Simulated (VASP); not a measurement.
```
CELL_PARAMETERS angstrom
      2.13446     1.23233     7.54185
     -2.13446     1.23233     7.54185
      0.00000    -2.46466     7.54185
ATOMIC_POSITIONS crystal
  Rb 0.00000 0.00000 0.00000
  La 0.50000 0.50000 0.50000
  S  0.76701 0.76701 0.76701
  S  0.23299 0.23299 0.23299
```

Computed with PBEsol GGA, VASP's PBE PAW potentials (set 64) (plane waves; VASP). Run with 400 eV cut-off, 7×7×7 Γ-centred mesh, tetrahedra with Blöchl corrections, potentials Rb_sv La S.

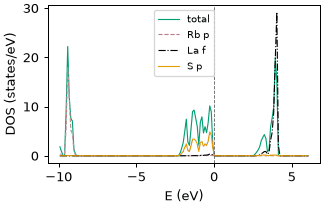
Total and projected density of states, zero at the valence-band maximum

Within 2 eV below the valence-band maximum the largest weight inside VASP's projection spheres is S p.

It has a band gap.

The structure comes from a computed database's RbLaS2 entry (R-3m); how it stands against other phases isn't given here. It was relaxed first.
